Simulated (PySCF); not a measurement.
# C6H10Si: the cost of one run

Programs: PySCF 2.14.0, with routines of our own; each step states its level. All values are computed. Atoms count from 0.

## (1) The starting structure

17 atoms, charge 0, multiplicity 1; geometry from: GFN2-xTB.

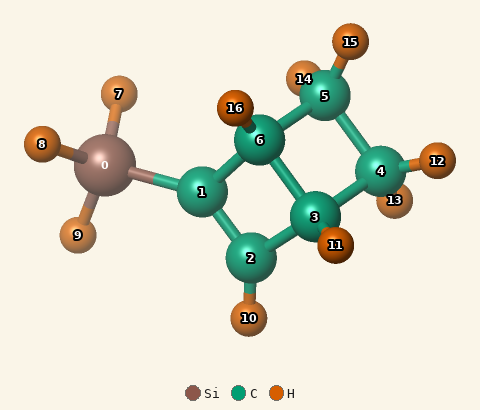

The starting geometry (silicon brown, carbon teal, hydrogen orange).

## (2) Circular dichroism and optical rotation: TDDFT wB97X-D/aug-cc-pVDZ

The job: settings as JSON, then the geometry in Å.

```
{"job": {"kind": "ecd", "xc": "wB97X-D", "basis": "aug-cc-pVDZ", "nstates": 16}, "charge": 0, "multiplicity": 1}
Si     2.621926    -0.127676     0.626892
C      0.871553    -0.385245     0.028609
C      0.025583    -1.422808    -0.061490
C     -1.133965    -0.606924    -0.540619
C     -1.973101    -0.009777     0.613978
C     -1.012993     1.184863     0.704470
C     -0.171151     0.603032    -0.449839
H      2.619200     0.871462     1.700340
H      3.436947     0.369481    -0.485682
H      3.158778    -1.393711     1.125663
H      0.104435    -2.467812     0.183720
H     -1.663601    -0.905892    -1.441020
H     -2.980244     0.264654     0.308607
H     -2.027519    -0.637068     1.501685
H     -0.472435     1.280186     1.644527
H     -1.477674     2.138192     0.462491
H      0.067264     1.257073    -1.282780
```

Method: TDDFT wB97X-D/aug-cc-pVDZ circular dichroism and optical rotation, one conformer, gas phase.

Command:

```
$ OMP_NUM_THREADS=1 python excited_run.py task.json out
```

The driver reads the jobs from task.json and runs them one after another.

Q: Estimate the wall time and peak memory of this job on 1 thread of Arm Neoverse V1, shared host.

About 2.5 min, with a peak of 1.1 GiB.
